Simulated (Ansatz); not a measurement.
# C₃H₅FO: up Jacob's ladder to CCSD(T), part 2 of 2

Ansatz 0.2.0, Gaussian basis; functionals in def2-TZVPP, the program's frozen cores in correlated methods.

**15. LC-ωPBE (range-separated)**

in.yaml reads:

```yaml
crystal:
  periodic: [false, false, false]
  atoms:
    - {symbol: C, position_ang: [-1.142616, -0.793807, 0.097320]}
    - {symbol: C, position_ang: [-0.200441, 0.234780, 0.621197]}
    - {symbol: C, position_ang: [0.902564, 0.608269, -0.003097]}
    - {symbol: O, position_ang: [1.374815, 0.108832, -1.152088]}
    - {symbol: F, position_ang: [1.711521, 1.555874, 0.492991]}
    - {symbol: H, position_ang: [-2.158174, -0.394566, 0.019322]}
    - {symbol: H, position_ang: [-0.839692, -1.141369, -0.890663]}
    - {symbol: H, position_ang: [-1.190728, -1.664483, 0.758687]}
    - {symbol: H, position_ang: [-0.396709, 0.712456, 1.572615]}
    - {symbol: H, position_ang: [2.022460, 0.722813, -1.513183]}
basis:
  gaussian: {orbitals: def2-TZVPP}
hamiltonian: {xc: {name: LC-wPBE}}
output: {orbitals: {seedname: orbitals}}
```

Command:

```sh
$ ansatz run in.yaml --threads 4 --pin off --events-out ev --progress --plain --max-ram 10444MiB
```

Output, shortened:

```text
Functional definition: LC-wPBE
  name "LC-wPBE"
  cite "Vydrov & Scuseria, J. Chem. Phys. 125, 234109 (2006) doi:10.1063/1.2409292"
  cite "Heyd & Scuseria, J. Chem. Phys. 120, 7274 (2004) doi:10.1063/1.1668634"
  cite "Ernzerhof & Perdew, J. Chem. Phys. 109, 3313 (1998) doi:10.1063/1.476928"
  cite "Perdew, Burke & Ernzerhof, Phys. Rev. Lett. 77, 3865 (1996) doi:10.1103/PhysRevLett.77.3865"
  parent pbe
[...]
1142 factors; their error is unknown
346 factors; integrals over basis functions are off by at most 1.7e-5 eV
[...]
mean field -7954.47376643 eV, -292.3215191803 hartree, gradient 2.3e-5 eV, S^2 0.000000; 0 other end points of the search recorded, 0 dependent functions left out
reference -7954.47376643 eV, -292.3215191805 hartree; 20, 20 occupied and 205, 205 virtual orbitals, 1142 factors
Total energy: -7954.47376643 eV, -292.3215191805 hartree
```

Wall time 1.1 s (4 threads of Intel Xeon 6975P-C, shared host).

With the free atoms at this level, -7912.009 eV in sum, the atomisation energy is 4097.2 kJ/mol. HOMO -9.22 eV, LUMO 3.13 eV.

**16. ωB97X-V (range-separated)**

in.yaml, as its differences from that of step 15:

```diff
@@ -15,3 +15,3 @@
   gaussian: {orbitals: def2-TZVPP}
-hamiltonian: {xc: {name: LC-wPBE}}
+hamiltonian: {xc: {name: wB97X-V}}
 output: {orbitals: {seedname: orbitals}}
```

The command is unchanged.

Output, shortened:

```text
Functional definition: wB97X-V
  name "wB97X-V"
  cite "Mardirossian & Head-Gordon, Phys. Chem. Chem. Phys. 16, 9904 (2014) doi:10.1039/C3CP54374A"
  cite "Becke, J. Chem. Phys. 107, 8554 (1997) doi:10.1063/1.475007"
  cite "Vydrov & Van Voorhis, J. Chem. Phys. 133, 244103 (2010) doi:10.1063/1.3521275"
[...]
      + integral(e_c_pw_opposite_spin*poly(b97_u_opposite, cos0, cos1)) + vv10(b, c)
1142 factors; their error is unknown
276 factors; integrals over basis functions are off by at most 9.8e-6 eV
[...]
mean field -7956.66449662 eV, -292.4020270299 hartree, gradient 2.9e-5 eV, S^2 0.000000; 0 other end points of the search recorded, 0 dependent functions left out
reference -7956.66449490 eV, -292.4020269666 hartree; 20, 20 occupied and 205, 205 virtual orbitals, 1142 factors
Total energy: -7956.66449490 eV, -292.4020269666 hartree
```

Run time: 2.5 s. Hardware: 4 threads of Intel Xeon 6975P-C, shared host; peak memory 0.55 GiB.

With the free atoms at this level, -7914.291 eV in sum, the atomisation energy is 4088.5 kJ/mol. HOMO -8.85 eV, LUMO 2.94 eV.

**17. ωB97M-V (range-separated)**

in.yaml, as its differences from that of step 16:

```diff
@@ -15,3 +15,3 @@
   gaussian: {orbitals: def2-TZVPP}
-hamiltonian: {xc: {name: wB97X-V}}
-output: {orbitals: {seedname: orbitals}}
+hamiltonian: {xc: {name: wB97M-V}}
+output: {forces: true, orbitals: {seedname: orbitals}}
```

Launched as before.

Output, shortened:

```text
Functional definition: wB97M-V
  name "wB97M-V"
  cite "Mardirossian & Head-Gordon, J. Chem. Phys. 144, 214110 (2016) doi:10.1063/1.4952647"
  cite "Becke, J. Chem. Phys. 107, 8554 (1997) doi:10.1063/1.475007"
  cite "Vydrov & Van Voorhis, J. Chem. Phys. 133, 244103 (2010) doi:10.1063/1.3521275"
  # Of w^i u^j: cxij and so on, Table III.
[...]
  gx(w, u) = 1 - cx + cx01*u + cx10*w
  gss(w, u) = css00 + css04*u^4 + css10*w + css20*w^2 + css43*w^4*u^3
  gos(w, u) = cos00 + cos10*w + (cos20 + cos21*u)*w^2 + (cos60 + cos61*u)*w^6
[...]
      + integral(e_c_pw_mod_opposite_spin*gos(b97_w_opposite, b97_u_opposite)) + vv10(b, c)
1142 factors; their error is unknown
276 factors; integrals over basis functions are off by at most 9.8e-6 eV
[...]
Atom 0 at    -1.142616    -0.793807     0.097320 Å, force    -0.198789    -0.215133    -0.093527 eV/Å
Atom 1 at    -0.200441     0.234780     0.621197 Å, force     0.195332     0.208404     0.104638 eV/Å
Atom 2 at     0.902564     0.608269    -0.003097 Å, force    -0.373818    -0.127644     0.224138 eV/Å
Atom 3 at     1.374815     0.108832    -1.152088 Å, force     0.137030    -0.053050    -0.265982 eV/Å
Atom 4 at     1.711521     1.555874     0.492991 Å, force     0.163821     0.182942     0.082960 eV/Å
Atom 5 at    -2.158174    -0.394566     0.019322 Å, force     0.094939    -0.032294     0.000552 eV/Å
Atom 6 at    -0.839692    -1.141369    -0.890663 Å, force    -0.022864     0.024790     0.069173 eV/Å
Atom 7 at    -1.190728    -1.664483     0.758687 Å, force     0.011692     0.078408    -0.064049 eV/Å
Atom 8 at    -0.396709     0.712456     1.572615 Å, force     0.022103    -0.024605    -0.071118 eV/Å
Atom 9 at     2.022460     0.722813    -1.513183 Å, force    -0.029448    -0.041818     0.013214 eV/Å
Dipole moment:     0.043060     0.051883    -0.153343 e Å
```

Wall time 3.4 s (4 threads of Intel Xeon 6975P-C, shared host); peak memory 0.66 GiB.

With the free atoms at this level, -7913.946 eV in sum, the atomisation energy is 4100.1 kJ/mol. HOMO -8.76 eV, LUMO 2.43 eV.

**18. B2PLYP (double hybrid)**

in.yaml, as its differences from that of step 17:

```diff
@@ -15,3 +15,2 @@
   gaussian: {orbitals: def2-TZVPP}
-hamiltonian: {xc: {name: wB97M-V}}
-output: {forces: true, orbitals: {seedname: orbitals}}
+hamiltonian: {xc: {name: B2PLYP}}
```

Same command.

Output, shortened:

```text
Functional definition: B2PLYP
  name "B2PLYP"
  cite "Grimme, J. Chem. Phys. 124, 034108 (2006) doi:10.1063/1.2148954"
  cite "Becke, Phys. Rev. A 38, 3098 (1988) doi:10.1103/PhysRevA.38.3098"
  cite "Lee, Yang & Parr, Phys. Rev. B 37, 785 (1988) doi:10.1103/PhysRevB.37.785"
[...]
1379 factors; integrals over basis functions are off by at most 1.0e-3 eV
[...]
mean field -7944.88284912 eV, -291.9690594701 hartree, gradient 6.5e-6 eV, S^2 0.000000; 0 other end points of the search recorded, 0 dependent functions left out
5 core orbitals not correlated: weight in the atoms' cores, before any rotation towards them, 1.000 or more for the frozen orbitals, at most 0.000 for the correlated occupied ones
reference -7944.88300233 eV, -291.9690651006 hartree; 15, 15 occupied and 205, 205 virtual orbitals, 1379 factors
second order -31.99537953 eV of doubles, -0.00000000 eV of singles
Total energy: -7953.52175480 eV, -292.2865333984 hartree
```

Run time: 2 s. Hardware: 4 threads of Intel Xeon 6975P-C, shared host; peak memory 0.54 GiB.

Atomisation energy: 4048.2 kJ/mol (free atoms -7911.565 eV, run apart).

**19. PBE-QIDH (double hybrid)**

in.yaml, as its differences from that of step 18:

```diff
@@ -15,2 +15,2 @@
   gaussian: {orbitals: def2-TZVPP}
-hamiltonian: {xc: {name: B2PLYP}}
+hamiltonian: {xc: {name: PBE-QIDH}}
```

The command is unchanged.

Output, shortened:

```text
Functional definition: PBE-QIDH
  name "PBE-QIDH"
  cite "Brémond, Sancho-García, Pérez-Jiménez & Adamo, J. Chem. Phys. 141, 031101 (2014) doi:10.1063/1.4890314"
  cite "Perdew, Burke & Ernzerhof, Phys. Rev. Lett. 77, 3865 (1996) doi:10.1103/PhysRevLett.77.3865"
[...]
1379 factors; integrals over basis functions are off by at most 1.0e-3 eV
[...]
mean field -7939.50879810 eV, -291.7715667380 hartree, gradient 3.3e-6 eV, S^2 0.000000; 0 other end points of the search recorded, 0 dependent functions left out
5 core orbitals not correlated: weight in the atoms' cores, before any rotation towards them, 1.000 or more for the frozen orbitals, at most 0.000 for the correlated occupied ones
reference -7939.50880878 eV, -291.7715671302 hartree; 15, 15 occupied and 205, 205 virtual orbitals, 1379 factors
second order -29.79426703 eV of doubles, -0.00000000 eV of singles
Total energy: -7949.44023112 eV, -292.1365401695 hartree
```

It took 2.1 s on 4 threads of Intel Xeon 6975P-C, shared host; peak memory 0.53 GiB.

Atomisation energy: 4068.2 kJ/mol (free atoms -7907.276 eV, run apart).

**20. Frontier levels by functional**

Dipoles come from the runs that computed forces. Levels are read from the orbital files that the runs wrote:

```
  functional  HOMO (eV)  LUMO (eV)  gap (eV)  dipole (D)
 LDA (SPW92)      -5.45      -0.04      5.41            
      PBE-D4      -5.27       0.08      5.35        0.86
   revPBE-D4      -5.20       0.13      5.33            
     BLYP-D4      -5.16       0.00      5.16            
   r2SCAN-D4      -5.48       0.58      6.06        0.86
      B97M-V      -5.53       0.38      5.91            
     PBE0-D4      -6.51       0.99      7.51            
    B3LYP-D4      -6.32       0.58      6.90        0.79
  r2SCANh-D4      -5.95       0.95      6.90            
  r2SCAN0-D4      -6.65       1.48      8.13            
    HSE06-D4      -6.11       0.63      6.73            
    BHLYP-D4      -7.65       1.60      9.25            
CAM-B3LYP-D4      -7.89       1.74      9.63            
     LC-ωPBE      -9.22       3.13     12.36            
     ωB97X-V      -8.85       2.94     11.78            
     ωB97M-V      -8.76       2.43     11.19        0.80
```

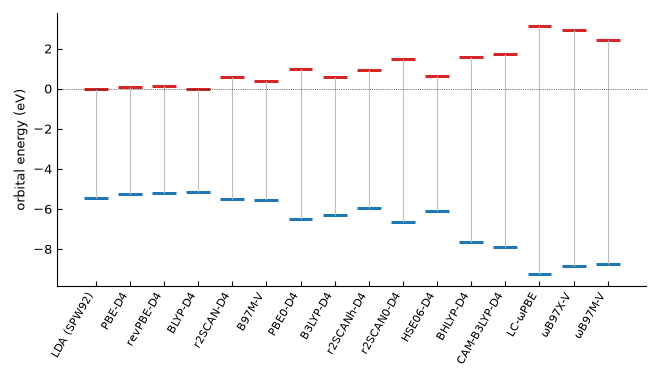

Highest occupied (blue) and lowest empty (red) level by functional.

**21. CCSD(T) in def2-SVP**

in.yaml, as its differences from that of step 19:

```diff
@@ -14,3 +14,3 @@
 basis:
-  gaussian: {orbitals: def2-TZVPP}
-hamiltonian: {xc: {name: PBE-QIDH}}
+  gaussian: {orbitals: def2-SVP}
+correlation: {method: ccsd_t}
```

Launched as before.

Output, shortened:

```text
Functional definition: HF
  name "HF"
  cite "Fock, Z. Phys. 61, 126 (1930) doi:10.1007/BF01340294"
  parent pbe
[...]
956 factors; integrals over basis functions are off by at most 1.3e-3 eV
[...]
mean field -7906.73403960 eV, -290.5671165785 hartree, gradient 1.3e-6 eV, S^2 0.000000; 0 other end points of the search recorded, 0 dependent functions left out
5 core orbitals not correlated: weight in the atoms' cores, before any rotation towards them, 1.000 or more for the frozen orbitals, at most 0.000 for the correlated occupied ones
reference -7906.73403960 eV, -290.5671165785 hartree; 15, 15 occupied and 75, 75 virtual orbitals, 956 factors
second order -21.03912549 eV of doubles, -0.00000000 eV of singles
cycle   1  -21.45411198 eV  change   -4.1e-1 eV  update   9.7e-2
[...]
cycle   9  -22.06110607 eV  change   -2.2e-6 eV  update   1.3e-5
perturbative correction -0.60719418 eV, -0.0223139746 hartree
Total energy: -7929.40233986 eV, -291.4001612478 hartree
```

Run time: 2.1 s. Hardware: 4 threads of Intel Xeon 6975P-C, shared host.

**22. CCSD(T) in def2-TZVPP**

in.yaml, as its differences from that of step 21:

```diff
@@ -14,3 +14,4 @@
 basis:
-  gaussian: {orbitals: def2-SVP}
+  gaussian: {orbitals: def2-TZVPP}
 correlation: {method: ccsd_t}
+output: {orbitals: {seedname: orbitals}}
```

The command is unchanged.

Output, shortened:

```text
Functional definition: HF
  name "HF"
  cite "Fock, Z. Phys. 61, 126 (1930) doi:10.1007/BF01340294"
  parent pbe
[...]
1379 factors; integrals over basis functions are off by at most 1.0e-3 eV
[...]
mean field -7916.21417898 eV, -290.9155052750 hartree, gradient 5.1e-6 eV, S^2 0.000000; 0 other end points of the search recorded, 0 dependent functions left out
5 core orbitals not correlated: weight in the atoms' cores, before any rotation towards them, 1.000 or more for the frozen orbitals, at most 0.000 for the correlated occupied ones
reference -7916.21417898 eV, -290.9155052750 hartree; 15, 15 occupied and 205, 205 virtual orbitals, 1379 factors
second order -26.63795649 eV of doubles, -0.00000000 eV of singles
cycle   1  -26.63865094 eV  change   -6.9e-4 eV  update   1.0e-1
[...]
cycle   9  -27.34412316 eV  change   -3.9e-6 eV  update   1.4e-5
perturbative correction -1.05496916 eV, -0.0387694014 hartree
Total energy: -7944.61327130 eV, -291.9591526680 hartree
```

Run time: 27 s. Hardware: 4 threads of Intel Xeon 6975P-C, shared host; peak memory 4.5 GiB.

**23. MP2 in def2-QZVPP**

in.yaml, as its differences from that of step 22:

```diff
@@ -14,4 +14,3 @@
 basis:
-  gaussian: {orbitals: def2-TZVPP}
-correlation: {method: ccsd_t}
-output: {orbitals: {seedname: orbitals}}
+  gaussian: {orbitals: "def2-QZVPP.json"}
+correlation: {method: mp2}
```

Launched as before.

Output:

```text
Functional definition: HF
  name "HF"
  cite "Fock, Z. Phys. 61, 126 (1930) doi:10.1007/BF01340294"
  parent pbe
  exchange = exact_x
  correlation = 0
2649 factors; integrals over basis functions are off by at most 8.8e-4 eV
mean field evaluation 1: about -7912.3393 eV, gradient 4.3e1 eV
mean field evaluation 2: about -7912.4785 eV, gradient 4.3e1 eV
mean field evaluation 4: about -7916.5077 eV, gradient 3.9e0 eV
mean field evaluation 8: about -7916.5712 eV, gradient 3.6e-1 eV
mean field -7916.57210170 eV, -290.9286586920 hartree, gradient 2.4e-6 eV, S^2 0.000000; 0 other end points of the search recorded, 0 dependent functions left out
5 core orbitals not correlated: weight in the atoms' cores, before any rotation towards them, 1.000 or more for the frozen orbitals, at most 0.000 for the correlated occupied ones
reference -7916.57210170 eV, -290.9286586920 hartree; 15, 15 occupied and 415, 415 virtual orbitals, 2649 factors
second order -28.69191642 eV of doubles, -0.00000000 eV of singles
Total energy: -7945.26401811 eV, -291.9830671723 hartree
```

It took 8.5 s on 4 threads of Intel Xeon 6975P-C, shared host; peak memory 2.4 GiB.

Energy pieces by basis (eV):

```
     basis          HF  MP2 correlation  CCSD correlation      (T)             total
  def2-SVP  -7906.7340         -21.0391          -22.0611  -0.6072        -7929.4023
def2-TZVPP  -7916.2142         -26.6380          -27.3441  -1.0550        -7944.6133
def2-QZVPP  -7916.5721         -28.6919                             -7945.2640 (MP2)
```

The report of the def2-TZVPP run gives T1 = 0.0115.

**24. The basis-set limit**

This step is arithmetic on the last runs, with X = 3 and 4: exp(−7.88√X) for Hartree-Fock, X^−2.97 for correlation; only MP2 was run in the larger set, so CCSD(T) minus MP2 is added from the smaller one.

```
  level  energy at the limit (eV)
     HF                -7916.6214
    MP2                -7946.8348
   CCSD                -7947.5409
CCSD(T)                -7948.5959
```

**25. RPA on PBE orbitals**

in.yaml, as its differences from that of step 23:

```diff
@@ -14,3 +14,4 @@
 basis:
-  gaussian: {orbitals: "def2-QZVPP.json"}
-correlation: {method: mp2}
+  gaussian: {orbitals: def2-TZVPP}
+hamiltonian: {xc: pbe}
+correlation: {method: rpa}
```

Launched as before.

Output, shortened:

```text
Functional definition: PBE
  name "PBE"
  cite "Perdew, Burke & Ernzerhof, Phys. Rev. Lett. 77, 3865 (1996) doi:10.1103/PhysRevLett.77.3865"
  parent pbe
[...]
1379 factors; integrals over basis functions are off by at most 1.0e-3 eV
[...]
mean field -7950.29990164 eV, -292.1681324785 hartree, gradient 9.7e-6 eV, S^2 0.000000; 0 other end points of the search recorded, 0 dependent functions left out
5 core orbitals not correlated: weight in the atoms' cores, before any rotation towards them, 1.000 or more for the frozen orbitals, at most 0.000 for the correlated occupied ones
reference -7914.71835559 eV, -290.8605347792 hartree; 15, 15 occupied and 205, 205 virtual orbitals, 1379 factors
Total energy: -7956.55843346 eV, -292.3981292806 hartree
```

It took 2.2 s on 4 threads of Intel Xeon 6975P-C, shared host; peak memory 0.49 GiB.

RPA correlation: -41.840 eV. No RPA run of the hydrogen atom was made, so RPA has no atomisation energy below.

**26. All levels against the reference**

Free atoms (3 C, 1 O, 1 F, 5 H) were run apart at each level; the atomisation energy is their sum less the molecule, without zero-point or spin-orbit terms.

Differences are taken before rounding.

```
            method             rung  atoms, summed (eV)  atomisation energy (kJ/mol)  from CCSD(T)/CBS (kJ/mol)    time
       LDA (SPW92)              LDA           -7848.199                       4782.2                     +700.5   0.6 s
            PBE-D4              GGA           -7906.671                       4224.4                     +142.6   1.1 s
         revPBE-D4              GGA           -7914.798                       4100.6                      +18.8  0.85 s
           BLYP-D4              GGA           -7915.070                       4100.2                      +18.4   0.9 s
         r2SCAN-D4         meta-GGA           -7912.653                       4107.3                      +25.5   1.6 s
            B97M-V         meta-GGA           -7915.302                       4090.7                       +8.9   2.8 s
           PBE0-D4           hybrid           -7908.066                       4117.1                      +35.3   1.1 s
          B3LYP-D4           hybrid           -7917.306                       4084.3                       +2.5   1.8 s
        r2SCANh-D4           hybrid           -7912.585                       4072.9                       -8.8   1.6 s
        r2SCAN0-D4           hybrid           -7912.495                       4023.6                      -58.2   1.6 s
          HSE06-D4           hybrid           -7907.630                       4121.2                      +39.4   1.1 s
          BHLYP-D4           hybrid           -7914.642                       3926.5                     -155.3   1.1 s
      CAM-B3LYP-D4  range-separated           -7913.757                       4109.6                      +27.8   1.2 s
           LC-ωPBE  range-separated           -7912.009                       4097.2                      +15.4   1.1 s
           ωB97X-V  range-separated           -7914.291                       4088.5                       +6.7   2.5 s
           ωB97M-V  range-separated           -7913.946                       4100.1                      +18.3   3.4 s
            B2PLYP    double hybrid           -7911.565                       4048.2                      -33.5     2 s
          PBE-QIDH    double hybrid           -7907.276                       4068.2                      -13.6   2.1 s
     HF/def2-TZVPP     wavefunction           -7885.966                       2918.5                    -1163.3        
    MP2/def2-TZVPP     wavefunction           -7900.600                       4076.7                       -5.1        
   CCSD/def2-TZVPP     wavefunction           -7903.046                       3908.9                     -172.9        
  CCSD(T)/def2-SVP     wavefunction           -7888.983                       3899.8                     -182.0   2.1 s
CCSD(T)/def2-TZVPP     wavefunction           -7903.382                       3978.2                     -103.6    27 s
           MP2/CBS     wavefunction           -7903.509                       4180.3                      +98.5        
       CCSD(T)/CBS     wavefunction           -7906.291                       4081.8                          0    35 s
```

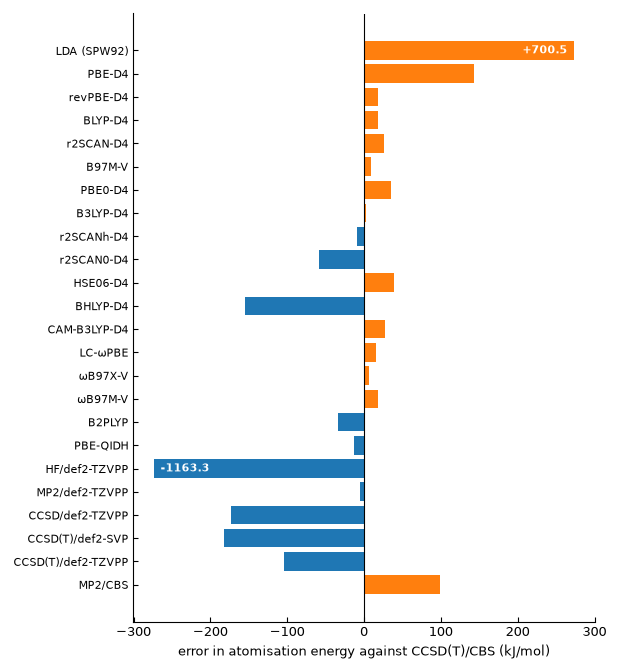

Error of each method against CCSD(T)/CBS. Bars with a number in them are cut short.

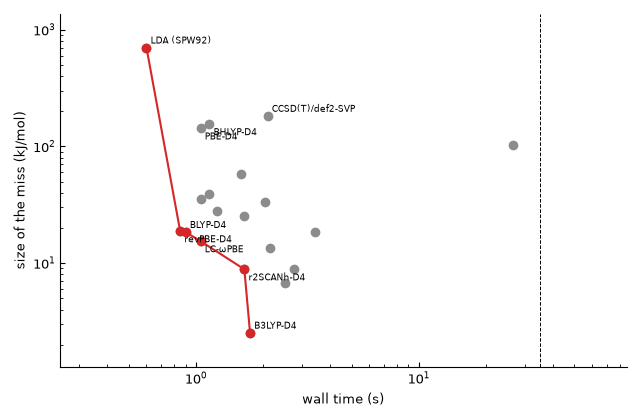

Accuracy for the time spent; red marks the levels that beat every quicker one drawn (of those quicker than the yardstick), and the dashed line is the time of CCSD(T)/CBS. Only those levels and the largest misses are named. Times are from a shared host.

LDA (SPW92), LC-ωPBE, B2PLYP, PBE-QIDH carry no dispersion term (for B3LYP, D4 adds 23.6 kJ/mol).

Times are those of the molecule's run; HF, MP2 and CCSD come out of the CCSD(T) runs, and the limit's time is the sum of the runs that it needs.

**27. What came out**

The summary covers parts 1 to 2.

| quantity | value |
| --- | --- |
| atomisation energy, CCSD(T)/CBS | 4081.8 kJ/mol |
| functionals within 20.4 kJ/mol (0.5 %) | revPBE-D4, BLYP-D4, B97M-V, B3LYP-D4, r2SCANh-D4, LC-ωPBE, ωB97X-V, ωB97M-V, PBE-QIDH |
| farthest beyond LDA | BHLYP-D4 (-155.3 kJ/mol) |
| mean size of error, GGA | 59.9 kJ/mol |
| mean size of error, meta-GGA | 17.2 kJ/mol |
| mean size of error, hybrid | 49.9 kJ/mol |
| mean size of error, range-separated | 17.0 kJ/mol |
| mean size of error, double hybrid | 23.6 kJ/mol |
| gap, smallest and largest | 5.16 eV (BLYP-D4), 12.36 eV (LC-ωPBE) |
| T1 diagnostic | 0.0115 |
| triples share of the correlation energy | 3.7 % |

In words: The LDA atomisation energy is off by 700.5 kJ/mol (17 %): it overbinds. PBE-D4 is off by +142.6 kJ/mol. Double hybrids carry the basis error of their MP2 part in triple zeta, and no dispersion term here, so their miss is partly the set-up's. The rungs range-separated, meta-GGA miss on average by less than the doubt on the reference (20.4 kJ/mol), so they tie. Misses under about 20.4 kJ/mol are within the doubt on the reference itself, which lacks core-valence correlation, relativity and higher excitations. Hartree-Fock recovers 72 % of the binding; the rest is correlation. CCSD(T) in def2-SVP is off by -182.0 kJ/mol, which most functionals beat. The gap grows from 5.2 to 12.4 eV across the functionals, mostly with the share of exact exchange.

For cost: B3LYP-D4 gets within 2.5 kJ/mol in 1.8 s, where CCSD(T)/CBS took 35 s; the quickest level in the cost chart, LDA (SPW92), takes 0.6 s and misses by 700.5 kJ/mol.
